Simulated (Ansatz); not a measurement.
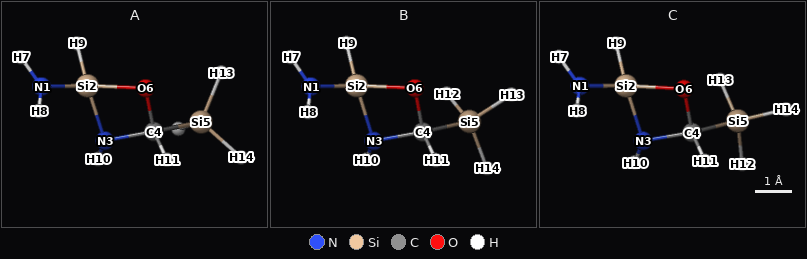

3 geometries from a converged minimum-energy path of CH8N2OSi2, shuffled. The picture is a ball-and-stick view, seen at a tilt.

All numbers below come from Ansatz, RKS PBE/def2-SVP. Settings: 5 movable images; climbing image; force threshold 0.03 eV/Å; iteration limit 60; starting path through a guess of the saddle point.

### One of them is the converged climbing image. Which?

A. In order along the path, whose images run from 0 to 6: C (image 0, 0.000 eV), A (image 3, +0.125 eV), B (image 5, +0.030 eV). The motion is a rotation about the C4–Si5 bond by about 120°. No bond forms or breaks between the ends. Bond angles that change up to the highest image, for instance: Si2–N3–H10 138.8° → 135.2°, C4–Si5–H13 108.0° → 110.7°.
